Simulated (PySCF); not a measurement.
# NMR shielding calculation of C$_{5}$H$_{11}$N$_{3}$OSi

- system: C$_{5}$H$_{11}$N$_{3}$OSi
- method: GIAO PBE0/pcSseg-1 NMR shielding, non-relativistic, gas phase (PySCF 2.14.0)

The geometry comes from this level: GFN2-xTB. It belongs to a series of runs on one base structure; here: H on N replaced by COCH3. Figures and captions count atoms from 1; the log counts them from 0 in places.

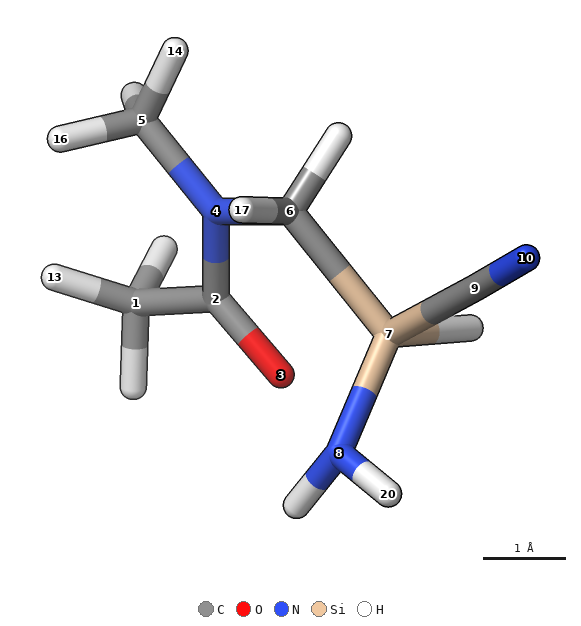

Figure 1. The structure as given in the input (stick view, seen at a tilt; atoms are numbered from 1 in the order of the input).

Input file
```
{"job": {"kind": "nmr", "xc": "PBE0", "basis": "pcSseg-1"}, "charge": 0, "multiplicity": 1}
C      1.679818    -2.060547     0.547870
C      0.682273    -1.039866     0.072473
O      0.252270    -1.077642    -1.086069
N      0.263760    -0.113520     0.922840
C      0.726058     0.006279     2.284418
C     -0.651179     0.884924     0.424625
Si    -1.251480     0.483579    -1.360124
N     -0.217252     1.053846    -2.619833
C     -2.524068     1.886130    -1.439505
N     -3.287285     2.742335    -1.464914
H      1.181561    -2.796746     1.180584
H      2.089960    -2.576957    -0.318220
H      2.483547    -1.593268     1.114546
H      0.024184     0.629278     2.835582
H      0.773855    -0.966922     2.770384
H      1.714123     0.474922     2.332786
H     -0.164163     1.863577     0.479339
H     -1.521370     0.922081     1.086023
H     -2.138274    -0.684118    -1.431021
H     -0.647330     1.533213    -3.393990
H      0.522071     0.446367    -2.938267
```

The first line tells a small driver script what to run in PySCF; the rest is the geometry in Å.

Hardware: 1 CPU thread, shared host.

Launched with:
```bash
OMP_NUM_THREADS=1 python <driver script> task.json out
```

Log
```
coarse grid: 18152 points
cycle   1  E = -725.2713971612  dE =  1.413e+00  |g| = 8.893e-01  |ddm| = 4.140e+00
cycle   2  E = -724.8444013850  dE =  4.270e-01  |g| = 1.723e+00  |ddm| = 2.010e+00
cycle   3  E = -725.4196857013  dE = -5.753e-01  |g| = 2.474e-01  |ddm| = 1.469e+00
cycle   4  E = -725.4318023720  dE = -1.212e-02  |g| = 8.098e-02  |ddm| = 2.402e-01
cycle   5  E = -725.4330313909  dE = -1.229e-03  |g| = 2.638e-02  |ddm| = 7.704e-02
cycle   6  E = -725.4331804373  dE = -1.490e-04  |g| = 5.989e-03  |ddm| = 2.268e-02
cycle   7  E = -725.4331852405  dE = -4.803e-06  |g| = 3.638e-03  |ddm| = 5.364e-03
cycle   8  E = -725.4331879240  dE = -2.683e-06  |g| = 8.253e-04  |ddm| = 2.424e-03
final grid: 171248 points
cycle   9  E = -725.4966913425  dE = -4.178e-05  |g| = 1.240e-02  |ddm| = 3.371e-02
cycle  10  E = -725.4966345046  dE =  5.684e-05  |g| = 2.115e-02  |ddm| = 2.390e-02
cycle  11  E = -725.4967214691  dE = -8.696e-05  |g| = 3.356e-03  |ddm| = 1.644e-02
cycle  12  E = -725.4967236862  dE = -2.217e-06  |g| = 4.180e-04  |ddm| = 2.553e-03
cycle  13  E = -725.4967237128  dE = -2.657e-08  |g| = 2.186e-04  |ddm| = 4.945e-04
cycle  14  E = -725.4967237214  dE = -8.582e-09  |g| = 1.021e-04  |ddm| = 1.871e-04
cycle  15  E = -725.4967237234  dE = -1.963e-09  |g| = 3.281e-05  |ddm| = 6.933e-05
cycle  16  E = -725.4967237236  dE = -2.390e-10  |g| = 5.318e-06  |ddm| = 2.997e-05
```

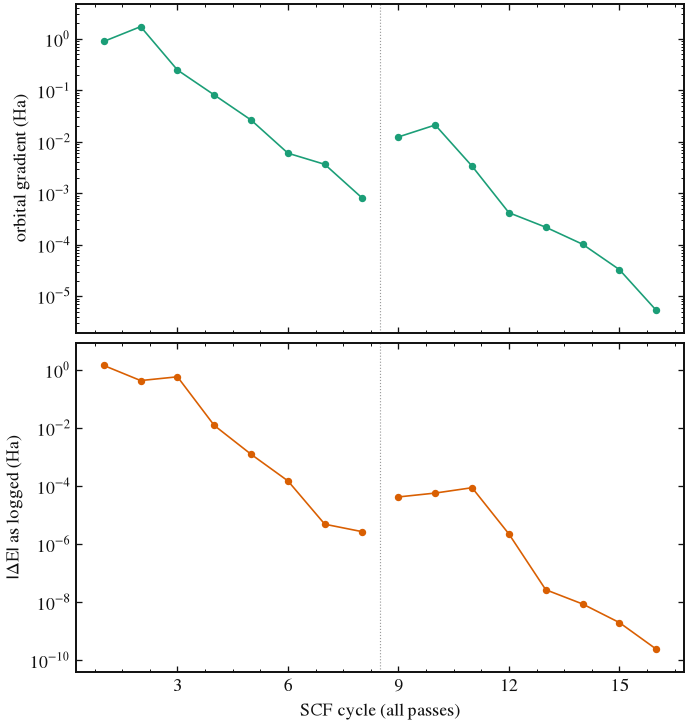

Figure 2. Convergence of the self-consistent field: orbital gradient and size of the energy change against the SCF cycle. The dotted line marks the change from a coarse to the final integration grid. The first 8 cycles use a coarse grid, the final grid takes over at cycle 9, and the field converges after 16 cycles in all.

```
converged SCF energy = -725.4967237236

GIAO shielding tensors (ppm)
atom      isotropic    diamagn.    paramagn.     s11        s22        s33       span
  0 C      165.250     251.078     -85.829    151.178    157.481    187.091     35.912
  1 C       10.281     254.498    -244.217    -53.401    -10.428     94.673    148.074
  2 O      -23.330     408.899    -432.229   -236.902    -89.400    256.313    493.215
  3 N      133.678     338.783    -205.104     21.963    166.713    212.359    190.396
  4 C      147.593     245.684     -98.091    123.106    135.586    184.087     60.981
  5 C      140.804     256.871    -116.067    120.633    127.209    174.570     53.937
  6 Si     445.633     876.670    -431.037    335.778    475.606    525.514    189.736
  7 N      242.949     314.734     -71.785    194.789    260.036    274.022     79.233
  8 C       53.650     262.766    -209.116    -66.182    -62.466    289.596    355.778
  9 N      -71.654     339.083    -410.738   -261.993   -252.444    299.475    561.468
 10 H       29.557      29.162       0.396     25.916     27.789     34.967      9.050
 11 H       29.506      28.798       0.708     24.809     28.446     35.261     10.452
 12 H       29.736      30.118      -0.382     25.164     29.783     34.260      9.096
 13 H       28.729      30.195      -1.466     23.768     28.115     34.304     10.536
 14 H       28.599      30.268      -1.669     24.097     27.617     34.083      9.987
 15 H       28.485      30.064      -1.579     24.572     26.065     34.818     10.246
 16 H       28.969      34.175      -5.206     24.548     28.442     33.917      9.369
 17 H       29.357      34.192      -4.835     24.451     29.420     34.199      9.748
 18 H       26.397      28.880      -2.482     22.748     25.426     31.018      8.270
 19 H       30.964      27.784       3.180     23.325     27.305     42.263     18.938
 20 H       31.135      31.912      -0.777     22.953     28.849     41.604     18.651
```

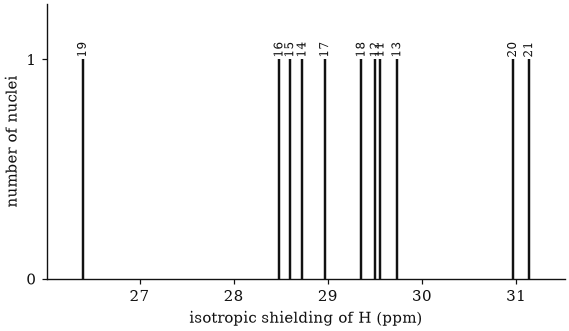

Figure 3. Isotropic shieldings of the hydrogen nuclei in this fixed geometry, labelled by atom number; shielding grows to the right, so chemical shift grows to the left. The least shielded is H19 (26.4 ppm), the most shielded H21 (31.1 ppm).

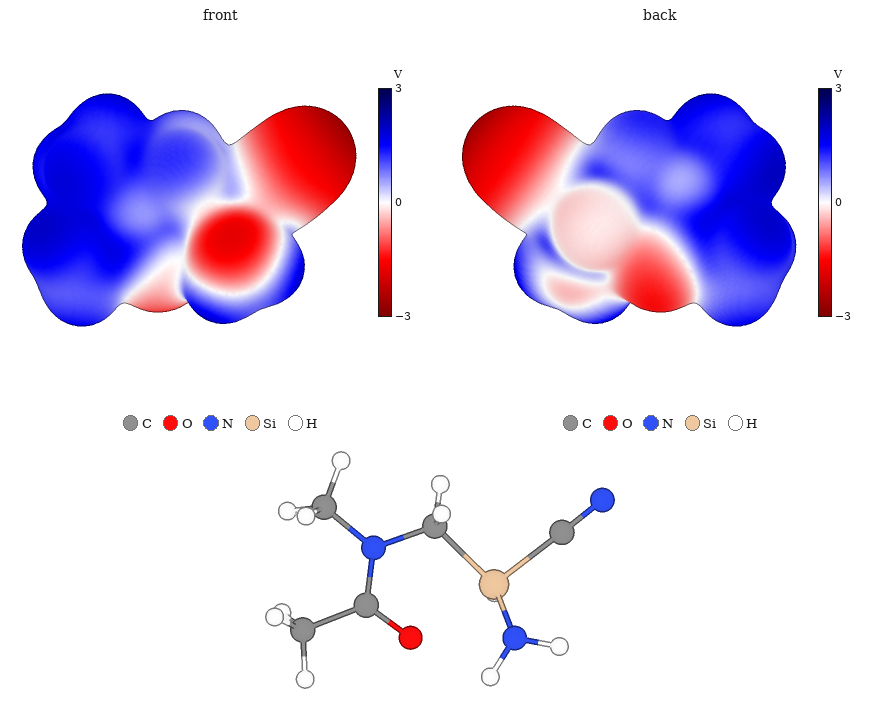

Figure 4. The molecular electrostatic potential painted on the density surface at 0.004 e/bohr³, seen face on and from behind; the colour scale runs from red (negative) to blue (positive). The bare structure is drawn below in the same view. Its dipole moment is 8.16 D.

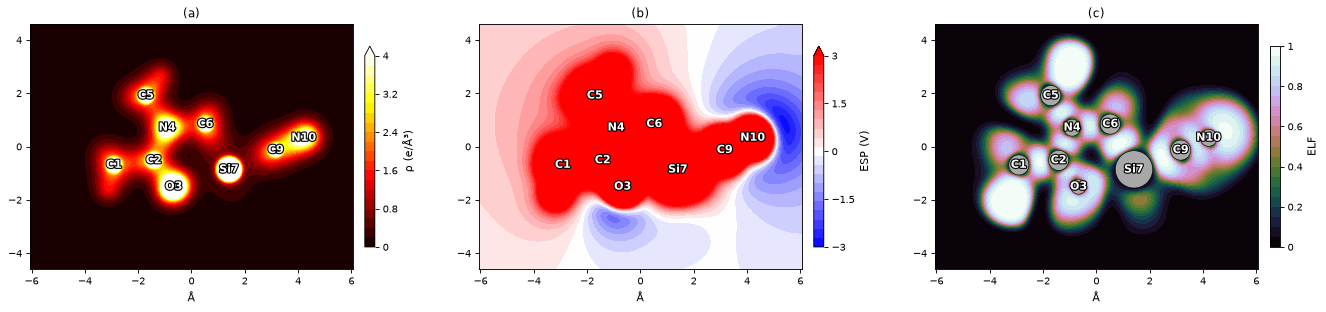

Figure 5. (a) total electron density; (b) molecular electrostatic potential; (c) ELF on the plane of atoms O3, C2 and N4. Grey discs, where drawn, cover atomic cores. C–O (1.24 Å): ρ at the midpoint is about 3.1 e/Å³; the ELF peaks at about 0.90 between the atoms (a multiple bond by its length, whose ELF region spreads away from the axis). C–Si (1.90 Å): ρ at the midpoint is about 0.85 e/Å³; the ELF peaks at about 1 between the atoms, which marks a shared electron pair.

Key numbers

```json
{"quantity": "outcome", "value": "converged"}
{"quantity": "total energy", "value": "−725.496724 hartree"}
{"quantity": "HOMO", "value": "−7.33 eV"}
{"quantity": "LUMO", "value": "−0.15 eV"}
{"quantity": "dipole moment", "value": "8.16 D"}
{"quantity": "isotropic shielding, C", "value": "10.3 to 165.2 ppm"}
{"quantity": "isotropic shielding, O", "value": "−23.3 ppm"}
{"quantity": "isotropic shielding, N", "value": "−71.7 to 242.9 ppm"}
{"quantity": "isotropic shielding, Si", "value": "445.6 ppm"}
{"quantity": "isotropic shielding, H", "value": "26.4 to 31.1 ppm"}
{"quantity": "wall time", "value": "2.1 min"}
{"quantity": "peak memory", "value": "1 GiB"}
```
